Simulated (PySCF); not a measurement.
# H11NSSi4: electronic excitations at several levels of theory, part 2 of 2

PySCF 2.14.0. Atoms count from 0. Earlier steps stand in the parts before.

### 5 TDDFT and polarisability: LC-wPBE/def2-SVPD

Job settings and geometry (Å):

```
{"job": {"kind": "uv", "xc": "LC-wPBE", "basis": "def2-SVPD", "ip": true}, "charge": 0, "multiplicity": 1}
Si     3.159084     0.206776    -1.466955
S      1.195722    -0.411918    -2.096723
Si     0.428734    -1.102307    -0.204054
N     -1.007605    -0.207788     0.200738
Si    -2.545457    -1.014315     0.467885
Si    -0.907301     1.551304     0.227372
H      3.966391    -0.953037    -0.986215
H      3.802592     0.798254    -2.673782
H      3.075382     1.224975    -0.379183
H      0.055921    -2.542488    -0.294394
H      1.518576    -0.916816     0.802142
H     -2.616517    -1.655306     1.816467
H     -3.619155     0.019255     0.368964
H     -2.764067    -2.069162    -0.566004
H     -1.713287     2.070570     1.372825
H     -1.420646     2.165845    -1.032221
H      0.524603     1.929397     0.417584
```

Method: TDDFT LC-wPBE/def2-SVPD, vertical, gas phase, core orbitals frozen in the response.

What it wrote:

```text
coarse grid: 16008 points
cycle   1  E = -1616.2813096096  dE = -1.231e-02  |g| = 4.833e-01  |ddm| = 4.616e+00
cycle   2  E = -1616.3211909759  dE = -3.988e-02  |g| = 3.735e-01  |ddm| = 1.202e+00
cycle   3  E = -1616.3526423127  dE = -3.145e-02  |g| = 8.118e-02  |ddm| = 5.373e-01
cycle   4  E = -1616.3543095109  dE = -1.667e-03  |g| = 2.661e-02  |ddm| = 1.812e-01
cycle   5  E = -1616.3545410284  dE = -2.315e-04  |g| = 4.516e-03  |ddm| = 7.508e-02
cycle   6  E = -1616.3545481225  dE = -7.094e-06  |g| = 9.478e-04  |ddm| = 1.766e-02
final grid: 129536 points
cycle   7  E = -1616.5978976757  dE = -3.299e-05  |g| = 4.915e-03  |ddm| = 7.051e-02
cycle   8  E = -1616.5978988042  dE = -1.129e-06  |g| = 4.667e-03  |ddm| = 1.191e-02
cycle   9  E = -1616.5979033814  dE = -4.577e-06  |g| = 5.146e-04  |ddm| = 5.115e-03
cycle  10  E = -1616.5979034491  dE = -6.773e-08  |g| = 1.556e-04  |ddm| = 1.247e-03
cycle  11  E = -1616.5979034734  dE = -2.423e-08  |g| = 4.447e-05  |ddm| = 6.393e-04
cycle  12  E = -1616.5979034744  dE = -1.050e-09  |g| = 8.941e-06  |ddm| = 1.368e-04
cycle  13  E = -1616.5979034745  dE = -7.549e-11  |g| = 2.764e-06  |ddm| = 3.774e-05
converged SCF energy = -1616.5979034745

Static polarisability (au): isotropic 131.671, principal 113.563 123.045 158.405

Singlet excitations
state   eV       nm        f      main configurations
  1   6.5200    190.2   0.01292   H->L 0.52
  2   6.8099    182.1   0.00530   H->L+1 0.38, H-1->L 0.31, H->L 0.09
  3   6.9007    179.7   0.01533   H->L+3 0.27, H->L+1 0.24, H-1->L+1 0.09
  4   7.3385    169.0   0.02573   H->L+4 0.16, H-1->L+1 0.13, H-1->L 0.11
  5   7.4787    165.8   0.00272   H-1->L 0.18, H-1->L+1 0.18, H->L+4 0.13
  6   7.5702    163.8   0.08458   H->L+7 0.19, H-1->L+1 0.16, H->L+4 0.10
  7   7.7876    159.2   0.04775   H-1->L+3 0.35, H->L+3 0.12
  8   7.9841    155.3   0.01437   H->L+7 0.23, H->L+2 0.21
  9   8.0886    153.3   0.07142   H-2->L 0.24, H-2->L+1 0.14, H-1->L+4 0.13
 10   8.2114    151.0   0.00946   H-1->L+4 0.14

Triplet excitations (Tamm-Dancoff, eV): 6.0872 6.3984 6.4752 6.8902
Vertical ionisation energy (delta-SCF) = 9.5535 eV
```

Wall time 3.9 min (1 thread, shared host).

This run: HOMO -10.09 eV, LUMO 1.60 eV; lowest singlet 6.52 eV.

### 6 Ultraviolet spectrum: PBE0/6-31G*

Settings changed since step 5:

```diff
@@ -1,2 +1,2 @@
-{"job": {"kind": "uv", "xc": "LC-wPBE", "basis": "def2-SVPD", "ip": true}, "charge": 0, "multiplicity": 1}
+{"job": {"kind": "uv", "xc": "PBE0", "basis": "6-31G*"}, "charge": 0, "multiplicity": 1}
 Si     3.159084     0.206776    -1.466955
```

Method: TDDFT PBE0/6-31G*, vertical, gas phase, core orbitals frozen in the response.

What it wrote:

```text
coarse grid: 16008 points
cycle   1  E = -1616.8638517987  dE =  5.500e-02  |g| = 4.617e-01  |ddm| = 3.575e+00
cycle   2  E = -1616.8047166294  dE =  5.914e-02  |g| = 6.730e-01  |ddm| = 1.119e+00
cycle   3  E = -1616.9148433567  dE = -1.101e-01  |g| = 7.740e-02  |ddm| = 7.131e-01
cycle   4  E = -1616.9162673646  dE = -1.424e-03  |g| = 2.970e-02  |ddm| = 1.357e-01
cycle   5  E = -1616.9165672017  dE = -2.998e-04  |g| = 5.134e-03  |ddm| = 5.281e-02
cycle   6  E = -1616.9165770796  dE = -9.878e-06  |g| = 5.239e-04  |ddm| = 9.565e-03
final grid: 129536 points
cycle   7  E = -1616.8253016435  dE = -8.426e-06  |g| = 5.899e-03  |ddm| = 2.312e-02
cycle   8  E = -1616.8252885776  dE =  1.307e-05  |g| = 9.464e-03  |ddm| = 1.612e-02
cycle   9  E = -1616.8253107493  dE = -2.217e-05  |g| = 6.740e-04  |ddm| = 9.464e-03
cycle  10  E = -1616.8253108870  dE = -1.377e-07  |g| = 1.203e-04  |ddm| = 1.111e-03
cycle  11  E = -1616.8253108916  dE = -4.627e-09  |g| = 2.991e-05  |ddm| = 2.396e-04
cycle  12  E = -1616.8253108919  dE = -3.233e-10  |g| = 5.640e-06  |ddm| = 5.523e-05
converged SCF energy = -1616.8253108919

Static polarisability (au): isotropic 111.107, principal 93.774 101.454 138.093

Singlet excitations
state   eV       nm        f      main configurations
  1   5.9550    208.2   0.02903   H->L 0.81, H-1->L+1 0.10
  2   6.0933    203.5   0.00972   H->L+1 0.68, H-1->L 0.28
  3   6.4010    193.7   0.00287   H-1->L 0.49, H->L+2 0.23, H->L+1 0.20
  4   6.6221    187.2   0.02110   H->L+2 0.67, H-1->L 0.15
  5   6.7170    184.6   0.07571   H-1->L+1 0.81
  6   7.1260    174.0   0.01223   H-1->L+2 0.85
  7   7.3048    169.7   0.02033   H->L+3 0.93
  8   7.5409    164.4   0.02610   H-2->L 0.62, H->L+4 0.15
  9   7.6656    161.7   0.03183   H-1->L+3 0.49, H-2->L+1 0.21
 10   7.7649    159.7   0.01092   H->L+4 0.37, H-1->L+3 0.27, H-2->L+1 0.16

Triplet excitations (Tamm-Dancoff, eV): 5.5866 5.7382 6.1086 6.3002
```

Run time: 20 s. Hardware: 1 thread, shared host.

Key values: HOMO -7.35 eV, LUMO -0.14 eV; lowest singlet 5.96 eV.

### 7 Excited states and response: PBE0/def2-SVP

Settings changed since step 6:

```diff
@@ -1,2 +1,2 @@
-{"job": {"kind": "uv", "xc": "PBE0", "basis": "6-31G*"}, "charge": 0, "multiplicity": 1}
+{"job": {"kind": "uv", "xc": "PBE0", "basis": "def2-SVP"}, "charge": 0, "multiplicity": 1}
 Si     3.159084     0.206776    -1.466955
```

Method: TDDFT PBE0/def2-SVP, vertical, gas phase, core orbitals frozen in the response.

What it wrote:

```text
coarse grid: 16008 points
cycle   1  E = -1616.1634513987  dE =  1.484e-02  |g| = 4.572e-01  |ddm| = 3.795e+00
cycle   2  E = -1616.1093672925  dE =  5.408e-02  |g| = 6.541e-01  |ddm| = 1.095e+00
cycle   3  E = -1616.2112169043  dE = -1.018e-01  |g| = 8.331e-02  |ddm| = 6.904e-01
cycle   4  E = -1616.2128608633  dE = -1.644e-03  |g| = 2.986e-02  |ddm| = 1.366e-01
cycle   5  E = -1616.2131464281  dE = -2.856e-04  |g| = 5.631e-03  |ddm| = 5.130e-02
cycle   6  E = -1616.2131576976  dE = -1.127e-05  |g| = 6.676e-04  |ddm| = 1.056e-02
cycle   7  E = -1616.2131578548  dE = -1.572e-07  |g| = 1.904e-04  |ddm| = 1.295e-03
final grid: 129536 points
cycle   8  E = -1616.3934947835  dE = -9.974e-06  |g| = 5.498e-03  |ddm| = 2.694e-02
cycle   9  E = -1616.3934846482  dE =  1.014e-05  |g| = 8.464e-03  |ddm| = 1.533e-02
cycle  10  E = -1616.3935024256  dE = -1.778e-05  |g| = 7.859e-04  |ddm| = 8.890e-03
cycle  11  E = -1616.3935025854  dE = -1.598e-07  |g| = 1.331e-04  |ddm| = 1.149e-03
cycle  12  E = -1616.3935025916  dE = -6.181e-09  |g| = 2.793e-05  |ddm| = 2.609e-04
cycle  13  E = -1616.3935025919  dE = -2.983e-10  |g| = 7.086e-06  |ddm| = 5.310e-05
converged SCF energy = -1616.3935025919

Static polarisability (au): isotropic 118.386, principal 99.892 108.887 146.378

Singlet excitations
state   eV       nm        f      main configurations
  1   6.0870    203.7   0.02662   H->L 0.79
  2   6.2554    198.2   0.00762   H->L+1 0.69, H-1->L 0.25
  3   6.5230    190.1   0.01125   H-1->L 0.61, H->L+1 0.18, H->L 0.11
  4   6.7680    183.2   0.02125   H->L+2 0.81
  5   6.8906    179.9   0.06395   H-1->L+1 0.82
  6   7.0903    174.9   0.03514   H->L+3 0.88
  7   7.3116    169.6   0.01373   H-1->L+2 0.80
  8   7.5217    164.8   0.00621   H-1->L+3 0.78
  9   7.6236    162.6   0.01581   H-2->L 0.51, H->L+4 0.32
 10   7.7668    159.6   0.01160   H->L+5 0.72

Triplet excitations (Tamm-Dancoff, eV): 5.7381 5.8559 6.2324 6.3992
```

Run time: 28 s. Hardware: 1 thread, shared host.

In short: HOMO -7.42 eV, LUMO -0.10 eV; lowest singlet 6.09 eV.

### 8 TDDFT and polarisability: PBE0/def2-TZVP

Settings changed since step 7:

```diff
@@ -1,2 +1,2 @@
-{"job": {"kind": "uv", "xc": "PBE0", "basis": "def2-SVP"}, "charge": 0, "multiplicity": 1}
+{"job": {"kind": "uv", "xc": "PBE0", "basis": "def2-TZVP"}, "charge": 0, "multiplicity": 1}
 Si     3.159084     0.206776    -1.466955
```

Method: TDDFT PBE0/def2-TZVP, vertical, gas phase, core orbitals frozen in the response.

What it wrote:

```text
coarse grid: 16008 points
cycle   1  E = -1616.9637044809  dE =  1.118e-02  |g| = 5.030e-01  |ddm| = 3.021e+00
cycle   2  E = -1616.8984133956  dE =  6.529e-02  |g| = 7.227e-01  |ddm| = 7.732e-01
cycle   3  E = -1617.0128324346  dE = -1.144e-01  |g| = 1.010e-01  |ddm| = 5.007e-01
cycle   4  E = -1617.0149084552  dE = -2.076e-03  |g| = 3.634e-02  |ddm| = 9.602e-02
cycle   5  E = -1617.0152374411  dE = -3.290e-04  |g| = 9.007e-03  |ddm| = 3.665e-02
cycle   6  E = -1617.0152575690  dE = -2.013e-05  |g| = 1.829e-03  |ddm| = 8.786e-03
cycle   7  E = -1617.0152586127  dE = -1.044e-06  |g| = 3.604e-04  |ddm| = 1.744e-03
final grid: 129536 points
cycle   8  E = -1617.0117623330  dE = -2.453e-05  |g| = 6.943e-03  |ddm| = 2.810e-02
cycle   9  E = -1617.0117509159  dE =  1.142e-05  |g| = 9.606e-03  |ddm| = 1.078e-02
cycle  10  E = -1617.0117708740  dE = -1.996e-05  |g| = 1.381e-03  |ddm| = 6.707e-03
cycle  11  E = -1617.0117712737  dE = -3.996e-07  |g| = 2.714e-04  |ddm| = 1.057e-03
cycle  12  E = -1617.0117712954  dE = -2.177e-08  |g| = 6.621e-05  |ddm| = 3.111e-04
cycle  13  E = -1617.0117712967  dE = -1.279e-09  |g| = 1.544e-05  |ddm| = 6.476e-05
cycle  14  E = -1617.0117712968  dE = -6.730e-11  |g| = 3.212e-06  |ddm| = 1.580e-05
converged SCF energy = -1617.0117712968

Static polarisability (au): isotropic 130.536, principal 111.123 120.350 160.134

Singlet excitations
state   eV       nm        f      main configurations
  1   5.8398    212.3   0.02378   H->L 0.81, H-1->L 0.08
  2   6.0466    205.0   0.01357   H->L+1 0.68, H-1->L 0.23
  3   6.2419    198.6   0.00851   H-1->L 0.55, H->L+1 0.20, H->L+2 0.11
  4   6.4252    193.0   0.02241   H->L+2 0.75, H-1->L 0.10
  5   6.6460    186.6   0.02992   H-1->L+1 0.81
  6   6.8045    182.2   0.03418   H->L+3 0.83
  7   6.9688    177.9   0.01591   H-1->L+2 0.85
  8   7.2264    171.6   0.00866   H->L+4 0.39, H-1->L+3 0.36
  9   7.2901    170.1   0.01018   H->L+5 0.40, H-2->L 0.28, H-1->L+3 0.10
 10   7.3132    169.5   0.00447   H-1->L+3 0.40, H->L+4 0.32, H->L+5 0.18

Triplet excitations (Tamm-Dancoff, eV): 5.5436 5.6531 5.9289 6.0685
```

Run time: 74 s. Hardware: 1 thread, shared host.

In short: HOMO -7.49 eV, LUMO -0.45 eV; lowest singlet 5.84 eV.

### 9 Side by side: electronic excitations

Excitations and ground-state properties, with basis size and wall time:

```
                run  lowest singlet (eV)  brightest (eV)      f  gap (eV)  α (Å³)  μ (D)  functions     time
CAM-B3LYP/def2-SVPD                 6.10            7.53  0.050      9.26   19.93   0.99        231  3.3 min
  wB97X-D/def2-SVPD                 6.17            7.65  0.053     10.53   19.92   1.02        231  3.2 min
  LC-wPBE/def2-SVPD                 6.52            7.57  0.085     11.68   19.51   1.06        231  3.9 min
        PBE0/6-31G*                 5.96            6.72  0.076      7.22   16.46   1.33        126     20 s
      PBE0/def2-SVP                 6.09            6.89  0.064      7.32   17.54   1.04        159     28 s
     PBE0/def2-TZVP                 5.84            6.80  0.034      7.04   19.34   0.84        282     74 s
```

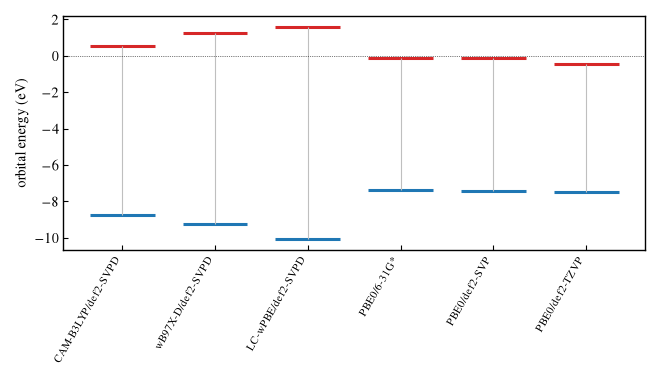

HOMO (blue) and LUMO (red) run by run.

### 10 Summary of results

What follows sums up all 2 parts.

| quantity | value |
| --- | --- |
| point group | C1 |
| rotational constants (main isotopes) | 2.31, 0.64, 0.56 GHz |
| lowest singlet (CAM-B3LYP/def2-SVPD) | 6.10 eV (203 nm), f = 0.018 |
| brightest single state of those computed | state 9, 7.53 eV, f = 0.050 |
| lowest triplet | 5.74 eV |
| vertical ionisation energy (ΔSCF) | 9.30 eV |
| range of the lowest singlet | 5.84 to 6.52 eV |

In words: Single values in the summary come from the first run of each kind that ended normally (CAM-B3LYP/def2-SVPD), which need not be the best level. Relaxing lowered the energy by 0.309 eV in 20 steps; the close pair that moved most is Si0–H7, from 1.452 to 1.490 Å. No frequency check was run at this level, so the end point may be a saddle. The first singlet state (HOMO→LUMO 0.68, HOMO→LUMO+1 0.09) lies at 6.10 eV and is weak; of the 10 states computed, the strongest absorption comes from state 9 at 7.53 eV. The lowest triplet lies 0.36 eV below the lowest singlet (triplets in Tamm-Dancoff, singlets in full TDDFT). ΔSCF puts the ionisation energy at 9.30 eV, 0.58 eV above −ε(HOMO). The lowest singlet runs from 5.84 eV (PBE0/def2-TZVP) to 6.52 eV (LC-wPBE/def2-SVPD), while the orbital gap spans 7.04 to 11.68 eV. The lowest state need not be the same one in every run.
